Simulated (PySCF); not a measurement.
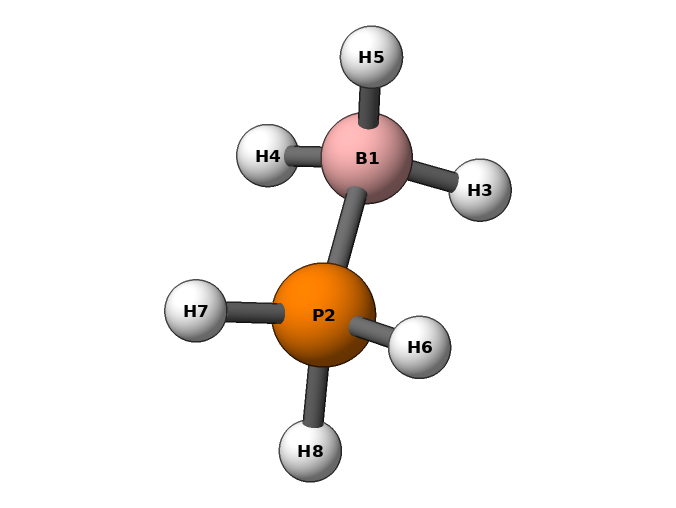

Computed geometry: PBE0-D3(BJ)/def2-SVP optimisation. No frequency run is at hand to confirm it as a minimum. Properties computed with GIAO LDA/pcSseg-2 NMR shielding, non-relativistic, gas phase (PySCF 2.14.0). Principal shieldings σ11 ≤ σ22 ≤ σ33, span Ω = σ33 − σ11, skew κ = 3(σiso − σ22)/Ω.

Give the shielding tensors of the B atoms.

```csv
atom,σ11,σ22,σ33,σiso,Ω,κ
B1,147.5,150.1,150.1,149.2,2.7,−0.99
```

Shieldings and span in ppm.
